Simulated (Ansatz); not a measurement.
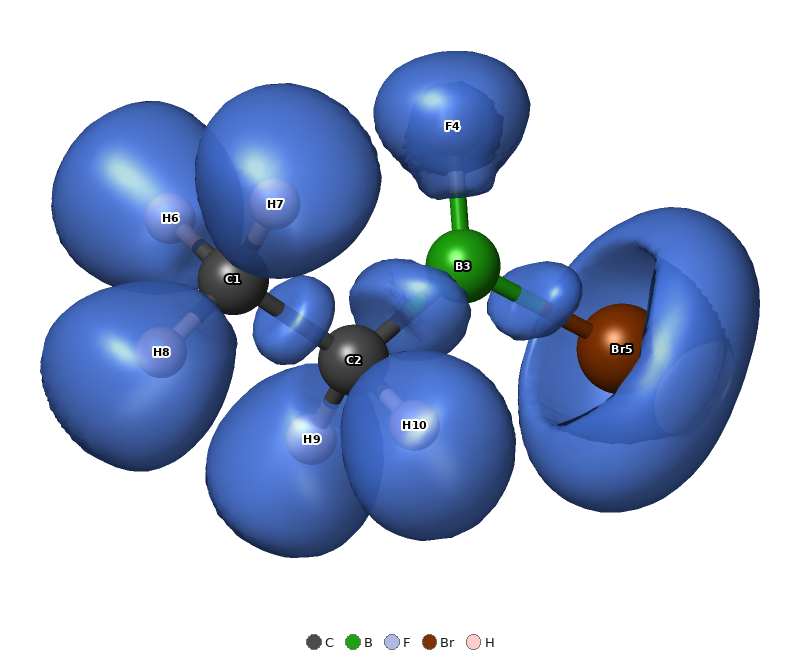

The picture shows: C₂H₅BBrF. Isosurface of the ELF at 0.8 (blue), seen at a tilt. Only the valence region is drawn (cores and ρ < 0.01 e/Å³ removed).

Geometry: PBE0-D4/def2-TZVP.

Computed with RKS PBE0-D4/def2-TZVPP (Ansatz).

```xyz
10

C    -1.2169   -0.3591    0.0293
C     0.2949   -0.4560   -0.1377
B     1.0798    0.8635    0.1125
F     0.4809    1.9854    0.4537
Br    2.9985    0.9413   -0.0604
H    -1.6477    0.3695   -0.6605
H    -1.4865   -0.0455    1.0399
H    -1.6981   -1.3207   -0.1598
H     0.5602   -0.8104   -1.1419
H     0.7180   -1.2192    0.5279
```

> Where are the electrons localised?

At this value the surface marks out one region between bonded B–Br atoms (shared pairs), one region between bonded B–C atoms (shared pairs), one region between bonded C–C atoms (shared pairs), five regions around hydrogen nuclei, one region on F in which the atom's valence shell and bonds are merged and one ring or bowl of non-bonding electrons around Br. Profiles from the grid: B–F (1.32 Å): the ELF peaks at about 0.85 between the atoms, as expected for a polar covalent bond. C–C (1.52 Å): the ELF peaks at about 0.95 between the atoms (a covalent bond).
